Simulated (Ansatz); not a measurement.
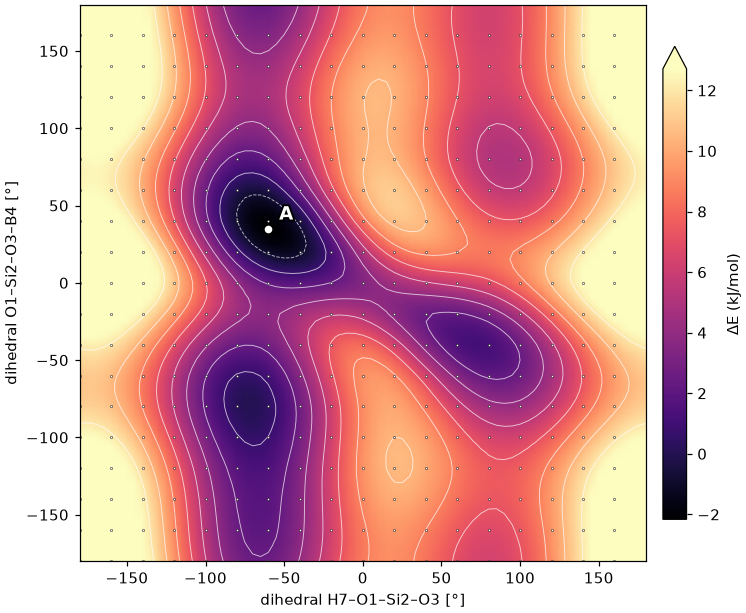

BF₂H₃O₂Si, SMILES O[SiH2]OB(F)F. 
- Coordinates scanned: (1) dihedral H7–O1–Si2–O3; (2) dihedral O1–Si2–O3–B4.
- Nothing is relaxed (all other coordinates rigid).
- The scan uses an 18 × 18 grid.
- Points are written as (first, second).
- All energies are given in kJ/mol relative to the relaxed molecule at the same level.
- The calculation used RKS r2SCAN-D4/def2-SVP (Ansatz 0.2.0).

In the figure: a smooth colour map with a few white contour lines, dots at the grid points, one colour for all values above the top of the scale, the point A. Between grid points the surface is interpolated.

Find the lowest pass out of the well at A.

The easiest path leads from the well at about (−60°, 35°) to the well at about (−70°, −80°), about 2.2 kJ/mol higher (on a rigid scan; wells that are mirror images or exchange like atoms can differ by this much). Its highest point lies about 6 kJ/mol above the bottom of the first well on the interpolated surface, at (−60°, −20°). Seen from the upper well the barrier is about 3.8 kJ/mol. This is the barrier on the constrained surface; relaxing the other coordinates would change it.

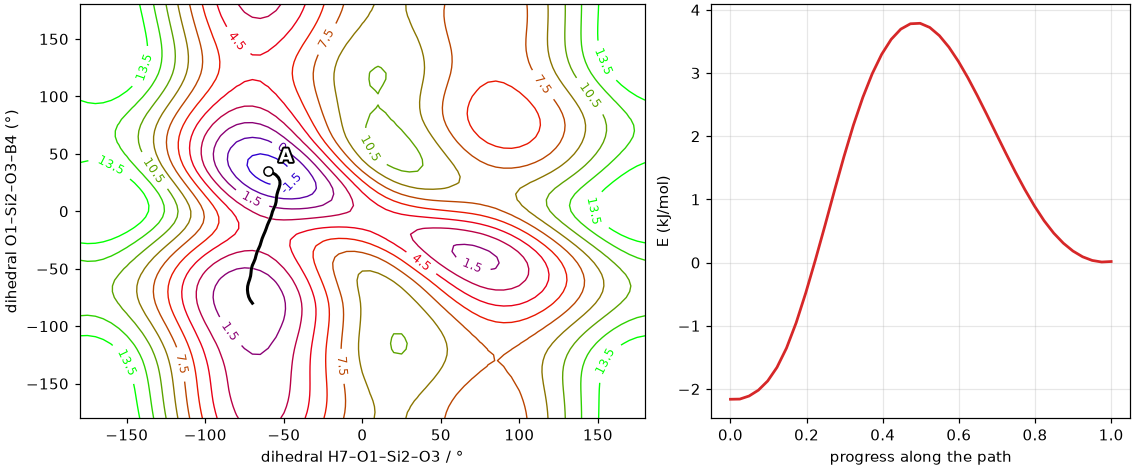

The picture shows contour lines labelled in kJ/mol (none above 13.5), a line along the lowest path, the energy along the path at the right. Between grid points the surface is interpolated.
